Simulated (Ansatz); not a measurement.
# Molecular dynamics of C$_{3}$H$_{3}$NSi (part 2 of 3)

The same run, continued: C$_{3}$H$_{3}$NSi; RKS revPBE/6-31G* (Ansatz 0.2.0). The geometry comes from this level: PBE0-D4/def2-TZVP.

Geometry of the input (Å):
```
C  0.6033  0.1783  2.1743
C  0.4412  -0.0688  1.0062
Si 0.2118  -0.4542  -0.7482
C  -1.1440  0.6170  -1.4063
N  -1.9870  1.2761  -1.8315
H  0.7447  0.3992  3.2081
H  1.4308  -0.1464  -1.5243
H  -0.2087  -1.8584  -0.9340
```

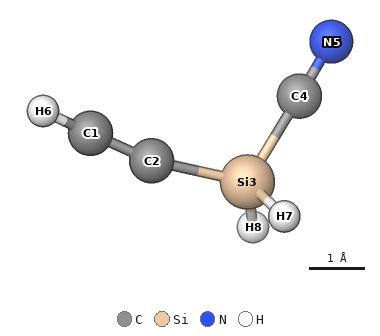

The geometry at step 19 of the log (ball-and-stick view, seen at a tilt; atoms are numbered from 1 in the order of the input).

**Trajectory as extended XYZ, continued**
```
8
Properties=species:S:1:pos:R:3:forces:R:3 step=6 time_fs=6.0 energy=-12521.68834 temperature=204.9
C     0.6032    0.1726    2.2030    0.1229  -0.0729  -1.8661
C     0.5052   -0.0889    0.9818   -0.0053   0.4427   2.6019
Si    0.1997   -0.4555   -0.7617    0.8392  -0.8286  -0.3223
C    -1.1464    0.5974   -1.3972   -1.4404   1.1413  -0.6018
N    -2.0153    1.2999   -1.8009    0.7895  -0.6605   0.3421
H     0.8186    0.5461    3.2026   -0.1699  -0.2976  -0.2963
H     1.4370   -0.1391   -1.5516   -0.0999   0.0280   0.0028
H    -0.1559   -1.9003   -1.0209   -0.0362   0.2476   0.1397
8
Properties=species:S:1:pos:R:3:forces:R:3 step=7 time_fs=7.0 energy=-12521.66626 temperature=191.2
C     0.6000    0.1713    2.2033    0.2123   0.0192  -1.6618
C     0.5155   -0.0917    0.9837   -0.1041   0.3599   2.2560
Si    0.1984   -0.4566   -0.7642    1.1853  -0.6900  -0.3240
C    -1.1454    0.5947   -1.3955   -2.1069   1.7001  -0.8898
N    -2.0199    1.3052   -1.7977    1.4013  -1.1652   0.6175
H     0.8268    0.5649    3.1934   -0.1961  -0.3328  -0.2909
H     1.4473   -0.1413   -1.5659   -0.3068  -0.0004   0.1463
H    -0.1477   -1.8927   -1.0356   -0.0850   0.1092   0.1468
8
Properties=species:S:1:pos:R:3:forces:R:3 step=8 time_fs=8.0 energy=-12521.65129 temperature=185.8
C     0.5967    0.1694    2.2023    0.3032   0.1557  -1.2090
C     0.5248   -0.0948    0.9884   -0.2271   0.1930   1.5191
Si    0.1978   -0.4573   -0.7672    1.4131  -0.5598  -0.2433
C    -1.1452    0.5936   -1.3946   -2.4817   2.0257  -1.0314
N    -2.0229    1.3103   -1.7935    1.7470  -1.4571   0.7636
H     0.8337    0.5818    3.1802   -0.2064  -0.3373  -0.2009
H     1.4516   -0.1429   -1.5807   -0.4272  -0.0132   0.2470
H    -0.1430   -1.8854   -1.0500   -0.1210  -0.0071   0.1548
8
Properties=species:S:1:pos:R:3:forces:R:3 step=9 time_fs=9.0 energy=-12521.64323 temperature=157.8
C     0.5940    0.1672    2.2006    0.3771   0.3077  -0.6105
C     0.5333   -0.0978    0.9950   -0.3549  -0.0307   0.5320
Si    0.1976   -0.4579   -0.7703    1.5380  -0.4084  -0.1114
C    -1.1463    0.5940   -1.3938   -2.5842   2.1268  -1.0450
N    -2.0250    1.3143   -1.7885    1.8497  -1.5498   0.7976
H     0.8397    0.5955    3.1644   -0.1969  -0.3032  -0.0281
H     1.4505   -0.1418   -1.5939   -0.4800  -0.0200   0.3095
H    -0.1413   -1.8777   -1.0618   -0.1488  -0.1224   0.1558
8
Properties=species:S:1:pos:R:3:forces:R:3 step=10 time_fs=10.0 energy=-12521.63836 temperature=163.6
C     0.5915    0.1657    2.1989    0.4369   0.4661   0.0573
C     0.5414   -0.1001    1.0022   -0.4747  -0.2771  -0.5403
Si    0.1984   -0.4584   -0.7731    1.5798  -0.2303   0.0134
C    -1.1494    0.5959   -1.3931   -2.3595   1.9599  -0.9172
N    -2.0261    1.3169   -1.7835    1.6779  -1.4169   0.7120
H     0.8455    0.6072    3.1489   -0.1810  -0.2522   0.1641
H     1.4485   -0.1384   -1.6057   -0.5114  -0.0284   0.3567
H    -0.1408   -1.8709   -1.0713   -0.1681  -0.2212   0.1541
8
Properties=species:S:1:pos:R:3:forces:R:3 step=11 time_fs=11.0 energy=-12521.63798 temperature=170.6
C     0.5893    0.1648    2.1981    0.4667   0.5797   0.5860
C     0.5498   -0.1025    1.0090   -0.5692  -0.4915  -1.4691
Si    0.2004   -0.4589   -0.7754    1.4986  -0.0646   0.1087
C    -1.1544    0.5995   -1.3930   -1.7371   1.4671  -0.6147
N    -2.0255    1.3184   -1.7779    1.1634  -1.0011   0.4771
H     0.8502    0.6174    3.1345   -0.1541  -0.1804   0.3798
H     1.4431   -0.1335   -1.6161   -0.4972  -0.0333   0.3760
H    -0.1431   -1.8660   -1.0789   -0.1711  -0.2759   0.1563
8
Properties=species:S:1:pos:R:3:forces:R:3 step=12 time_fs=12.0 energy=-12521.63664 temperature=190.3
C     0.5875    0.1645    2.1980    0.4686   0.6431   0.9352
C     0.5579   -0.1060    1.0148   -0.6351  -0.6546  -2.1768
Si    0.2034   -0.4593   -0.7772    1.2829   0.0393   0.1788
C    -1.1605    0.6048   -1.3939   -0.7616   0.6784  -0.1564
N    -2.0238    1.3191   -1.7715    0.3365  -0.3230   0.1065
H     0.8532    0.6266    3.1221   -0.1207  -0.0992   0.5921
H     1.4333   -0.1288   -1.6235   -0.4150  -0.0238   0.3506
H    -0.1471   -1.8645   -1.0860   -0.1557  -0.2604   0.1701
8
Properties=species:S:1:pos:R:3:forces:R:3 step=13 time_fs=13.0 energy=-12521.62738 temperature=186.1
C     0.5861    0.1647    2.1982    0.4876   0.7215   1.2231
C     0.5649   -0.1109    1.0192   -0.6751  -0.7547  -2.6283
Si    0.2073   -0.4595   -0.7795    0.9498   0.0401   0.2603
C    -1.1675    0.6108   -1.3954    0.4836  -0.3383   0.4064
N    -2.0215    1.3189   -1.7651   -0.7419   0.5668  -0.3653
H     0.8554    0.6360    3.1154   -0.1238  -0.0861   0.6424
H     1.4215   -0.1233   -1.6250   -0.2634   0.0030   0.2660
H    -0.1510   -1.8681   -1.0930   -0.1168  -0.1523   0.1954
8
Properties=species:S:1:pos:R:3:forces:R:3 step=14 time_fs=14.0 energy=-12521.60880 temperature=168.7
C     0.5852    0.1650    2.1991    0.5218   0.7893   1.3456
C     0.5710   -0.1170    1.0217   -0.6875  -0.7648  -2.7296
Si    0.2120   -0.4594   -0.7822    0.5588  -0.0277   0.3788
C    -1.1741    0.6158   -1.3961    1.6505  -1.2931   0.9175
N    -2.0194    1.3191   -1.7590   -1.7618   1.4118  -0.8017
H     0.8564    0.6454    3.1146   -0.1598  -0.1402   0.5459
H     1.4085   -0.1161   -1.6219   -0.0572   0.0412   0.1304
H    -0.1559   -1.8737   -1.0961   -0.0648  -0.0164   0.2131
8
Properties=species:S:1:pos:R:3:forces:R:3 step=15 time_fs=15.0 energy=-12521.59185 temperature=145.5
C     0.5850    0.1653    2.2016    0.5369   0.7532   1.0833
C     0.5769   -0.1233    1.0219   -0.6770  -0.6645  -2.3948
Si    0.2168   -0.4590   -0.7847    0.1275  -0.1534   0.5295
C    -1.1789    0.6192   -1.3959    2.4367  -1.9344   1.2535
N    -2.0182    1.3207   -1.7536   -2.4391   1.9773  -1.0849
H     0.8561    0.6528    3.1169   -0.1888  -0.1918   0.4453
H     1.3944   -0.1095   -1.6149    0.2088   0.0961  -0.0559
H    -0.1635   -1.8792   -1.0963   -0.0050   0.1174   0.2239
8
Properties=species:S:1:pos:R:3:forces:R:3 step=16 time_fs=16.0 energy=-12521.58408 temperature=148.9
C     0.5854    0.1659    2.2050    0.5429   0.6397   0.5496
C     0.5824   -0.1297    1.0201   -0.6543  -0.4761  -1.7189
Si    0.2218   -0.4589   -0.7872   -0.3055  -0.3165   0.7010
C    -1.1813    0.6213   -1.3952    2.7507  -2.1831   1.3781
N    -2.0181    1.3237   -1.7491   -2.6803   2.1816  -1.1786
H     0.8532    0.6574    3.1236   -0.2156  -0.2513   0.3142
H     1.3828   -0.1037   -1.6037    0.5033   0.1625  -0.2746
H    -0.1726   -1.8845   -1.0958    0.0589   0.2433   0.2291
8
Properties=species:S:1:pos:R:3:forces:R:3 step=17 time_fs=17.0 energy=-12521.59173 temperature=170.9
C     0.5861    0.1678    2.2083    0.5319   0.4582  -0.1573
C     0.5875   -0.1368    1.0167   -0.6234  -0.2291  -0.8478
Si    0.2266   -0.4593   -0.7897   -0.6342  -0.4415   0.8408
C    -1.1822    0.6215   -1.3931    2.5217  -1.9757   1.2646
N    -2.0193    1.3288   -1.7453   -2.4083   1.9580  -1.0550
H     0.8460    0.6595    3.1330   -0.2284  -0.2977   0.1901
H     1.3772   -0.0977   -1.5931    0.7275   0.2114  -0.4525
H    -0.1818   -1.8874   -1.0928    0.1132   0.3164   0.2172
8
Properties=species:S:1:pos:R:3:forces:R:3 step=18 time_fs=18.0 energy=-12521.61168 temperature=187.1
C     0.5873    0.1708    2.2111    0.5175   0.2600  -0.8592
C     0.5918   -0.1438    1.0126   -0.5870   0.0338   0.0407
Si    0.2309   -0.4600   -0.7919   -0.7849  -0.4678   0.9001
C    -1.1826    0.6202   -1.3891    1.8432  -1.3811   0.9566
N    -2.0224    1.3361   -1.7419   -1.7081   1.3689  -0.7530
H     0.8370    0.6601    3.1439   -0.2358  -0.3407   0.0608
H     1.3782   -0.0902   -1.5871    0.8056   0.2171  -0.5299
H    -0.1909   -1.8858   -1.0863    0.1495   0.3097   0.1840
8
Properties=species:S:1:pos:R:3:forces:R:3 step=19 time_fs=19.0 energy=-12521.63199 temperature=191.4
C     0.5887    0.1744    2.2132    0.5048   0.0889  -1.4281
C     0.5954   -0.1499    1.0089   -0.5506   0.2698   0.7952
Si    0.2347   -0.4607   -0.7935   -0.7322  -0.3891   0.8684
C    -1.1823    0.6181   -1.3838    0.9097  -0.5574   0.5375
N    -2.0266    1.3450   -1.7392   -0.7685   0.5640  -0.3508
H     0.8277    0.6604    3.1544   -0.2409  -0.3830  -0.0673
H     1.3864   -0.0818   -1.5867    0.7139   0.1711  -0.4894
H    -0.1982   -1.8805   -1.0764    0.1638   0.2357   0.1345
8
Properties=species:S:1:pos:R:3:forces:R:3 step=20 time_fs=20.0 energy=-12521.64170 temperature=223.3
C     0.5904    0.1768    2.2148    0.4680  -0.0895  -1.9416
C     0.5984   -0.1558    1.0060   -0.5148   0.4728   1.4043
Si    0.2384   -0.4616   -0.7946   -0.4985  -0.2217   0.7538
C    -1.1809    0.6162   -1.3785   -0.1275   0.3674   0.0719
N    -2.0313    1.3549   -1.7370    0.2676  -0.3378   0.0929
H     0.8152    0.6578    3.1631   -0.2212  -0.3835  -0.1103
H     1.4026   -0.0740   -1.5913    0.4694   0.0777  -0.3443
H    -0.2032   -1.8733   -1.0637    0.1570   0.1146   0.0734
8
Properties=species:S:1:pos:R:3:forces:R:3 step=21 time_fs=21.0 energy=-12521.63519 temperature=208.3
C     0.5927    0.1779    2.2152    0.4292  -0.2033  -2.2066
C     0.6004   -0.1620    1.0044   -0.4804   0.6177   1.7639
Si    0.2420   -0.4627   -0.7955   -0.1604  -0.0205   0.5925
C    -1.1791    0.6151   -1.3736   -1.0014   1.1569  -0.3249
N    -2.0355    1.3647   -1.7345    1.1488  -1.1163   0.4703
H     0.8001    0.6507    3.1729   -0.2016  -0.3893  -0.1707
H     1.4255   -0.0660   -1.5991    0.1235  -0.0468  -0.1329
H    -0.2055   -1.8679   -1.0480    0.1423   0.0015   0.0084
8
Properties=species:S:1:pos:R:3:forces:R:3 step=22 time_fs=22.0 energy=-12521.62259 temperature=205.3
C     0.5953    0.1789    2.2136    0.3794  -0.2728  -2.2372
C     0.6017   -0.1681    1.0048   -0.4515   0.6831   1.8015
Si    0.2455   -0.4636   -0.7957    0.1417   0.1590   0.4413
C    -1.1789    0.6148   -1.3692   -1.5346   1.6569  -0.5749
N    -2.0380    1.3737   -1.7313    1.7149  -1.6315   0.7140
H     0.7837    0.6383    3.1805   -0.1699  -0.3593  -0.1646
H     1.4487   -0.0564   -1.6081   -0.2137  -0.1702   0.0734
H    -0.2050   -1.8665   -1.0295    0.1336  -0.0654  -0.0534
8
Properties=species:S:1:pos:R:3:forces:R:3 step=23 time_fs=23.0 energy=-12521.61288 temperature=241.7
C     0.5976    0.1795    2.2102    0.3146  -0.3161  -2.1095
C     0.6031   -0.1741    1.0069   -0.4331   0.6695   1.5491
Si    0.2494   -0.4645   -0.7951    0.3420   0.2944   0.3173
C    -1.1807    0.6155   -1.3656   -1.7569   1.9005  -0.6913
N    -2.0390    1.3828   -1.7275    2.0077  -1.9194   0.8417
H     0.7636    0.6218    3.1839   -0.1193  -0.2763  -0.0411
H     1.4702   -0.0465   -1.6156   -0.4949  -0.2769   0.2407
H    -0.2041   -1.8684   -1.0095    0.1398  -0.0757  -0.1069
8
Properties=species:S:1:pos:R:3:forces:R:3 step=24 time_fs=24.0 energy=-12521.61013 temperature=233.1
C     0.5999    0.1797    2.2051    0.2441  -0.3071  -1.8090
C     0.6041   -0.1794    1.0100   -0.4186   0.5833   1.0561
Si    0.2536   -0.4651   -0.7940    0.4313   0.3698   0.2242
C    -1.1839    0.6179   -1.3632   -1.7043   1.9063  -0.6869
N    -2.0392    1.3912   -1.7228    2.0583  -1.9942   0.8633
H     0.7397    0.6034    3.1845   -0.0638  -0.1730   0.1420
H     1.4892   -0.0401   -1.6205   -0.7055  -0.3546   0.3597
H    -0.2036   -1.8728   -0.9898    0.1585  -0.0304  -0.1494
8
Properties=species:S:1:pos:R:3:forces:R:3 step=25 time_fs=25.0 energy=-12521.61801 temperature=225.6
C     0.6029    0.1804    2.1986    0.1815  -0.2347  -1.3296
C     0.6045   -0.1839    1.0132   -0.4024   0.4463   0.4114
Si    0.2578   -0.4655   -0.7926    0.4144   0.4410   0.1802
C    -1.1876    0.6224   -1.3620   -1.3968   1.6714  -0.5674
N    -2.0385    1.3982   -1.7175    1.8702  -1.8448   0.7797
H     0.7154    0.5833    3.1846   -0.0186  -0.0835   0.3008
H     1.5016   -0.0385   -1.6221   -0.8131  -0.3915   0.4139
H    -0.2022   -1.8759   -0.9714    0.1647  -0.0042  -0.1890
8
Properties=species:S:1:pos:R:3:forces:R:3 step=26 time_fs=26.0 energy=-12521.63338 temperature=228.9
C     0.6066    0.1812    2.1911    0.1359  -0.0884  -0.6525
C     0.6053   -0.1884    1.0164   -0.3909   0.2693  -0.3480
Si    0.2614   -0.4661   -0.7913    0.3310   0.5202   0.1822
C    -1.1915    0.6283   -1.3617   -0.8715   1.2191  -0.3499
N    -2.0367    1.4037   -1.7116    1.4645  -1.4870   0.6038
H     0.6923    0.5615    3.1858    0.0116  -0.0290   0.3751
H     1.5058   -0.0420   -1.6220   -0.8271  -0.3889   0.4148
H    -0.1971   -1.8775   -0.9556    0.1464  -0.0153  -0.2255
8
Properties=species:S:1:pos:R:3:forces:R:3 step=27 time_fs=27.0 energy=-12521.64800 temperature=262.6
C     0.6107    0.1807    2.1835    0.1033   0.1328   0.2272
C     0.6061   -0.1931    1.0196   -0.3824   0.0540  -1.2095
Si    0.2644   -0.4668   -0.7899    0.1676   0.5675   0.2170
C    -1.1962    0.6356   -1.3618   -0.0967   0.5200  -0.0251
N    -2.0340    1.4077   -1.7048    0.8126  -0.8941   0.3273
H     0.6709    0.5369    3.1891    0.0320  -0.0118   0.3447
H     1.5016   -0.0500   -1.6219   -0.7549  -0.3508   0.3717
H    -0.1887   -1.8805   -0.9421    0.1184  -0.0177  -0.2533
8
Properties=species:S:1:pos:R:3:forces:R:3 step=28 time_fs=28.0 energy=-12521.64678 temperature=279.5
C     0.6154    0.1793    2.1764    0.0718   0.4130   1.2778
C     0.6063   -0.1974    1.0229   -0.3729  -0.1783  -2.1048
Si    0.2672   -0.4673   -0.7886   -0.0854   0.5160   0.2858
C    -1.2016    0.6437   -1.3614    0.8510  -0.3481   0.3619
N    -2.0312    1.4113   -1.6971   -0.0120  -0.1355  -0.0123
H     0.6488    0.5117    3.1955    0.0528  -0.0372   0.1730
H     1.4916   -0.0621   -1.6215   -0.6119  -0.2834   0.2871
H    -0.1803   -1.8877   -0.9299    0.1066   0.0535  -0.2686
8
Properties=species:S:1:pos:R:3:forces:R:3 step=29 time_fs=29.0 energy=-12521.62673 temperature=287.0
C     0.6211    0.1781    2.1705    0.0243   0.6123   2.0907
C     0.6061   -0.2018    1.0247   -0.3568  -0.3386  -2.7429
Si    0.2701   -0.4672   -0.7877   -0.4030   0.3445   0.3665
C    -1.2066    0.6521   -1.3602    1.7811  -1.2076   0.7288
N    -2.0286    1.4152   -1.6890   -0.8320   0.6245  -0.3412
H     0.6250    0.4860    3.2023    0.0885  -0.0528   0.0019
H     1.4795   -0.0777   -1.6201   -0.4165  -0.1911   0.1655
H    -0.1713   -1.8995   -0.9208    0.1143   0.2088  -0.2694
8
Properties=species:S:1:pos:R:3:forces:R:3 step=30 time_fs=30.0 energy=-12521.60328 temperature=246.9
C     0.6276    0.1769    2.1663   -0.0413   0.6522   2.4113
C     0.6049   -0.2060    1.0231   -0.3231  -0.3465  -2.8552
Si    0.2735   -0.4666   -0.7869   -0.7718   0.1329   0.4405
C    -1.2100    0.6594   -1.3590    2.5102  -1.8897   1.0074
N    -2.0273    1.4189   -1.6811   -1.4747   1.2238  -0.5916
H     0.6003    0.4616    3.2084    0.1372  -0.0576  -0.1442
H     1.4648   -0.0953   -1.6169   -0.1509  -0.0740  -0.0053
H    -0.1596   -1.9114   -0.9157    0.1144   0.3590  -0.2630
8
Properties=species:S:1:pos:R:3:forces:R:3 step=31 time_fs=31.0 energy=-12521.58728 temperature=230.3
C     0.6337    0.1759    2.1634   -0.1219   0.5668   2.3271
C     0.6029   -0.2103    1.0191   -0.2691  -0.2298  -2.5392
Si    0.2769   -0.4660   -0.7861   -1.1647  -0.0569   0.5199
C    -1.2113    0.6649   -1.3575    2.8286  -2.1975   1.1214
N    -2.0277    1.4231   -1.6739   -1.7411   1.4742  -0.6882
H     0.5753    0.4409    3.2129    0.1923  -0.0582  -0.2653
H     1.4469   -0.1133   -1.6137    0.1840   0.0612  -0.2213
H    -0.1454   -1.9192   -0.9141    0.0918   0.4402  -0.2544
```
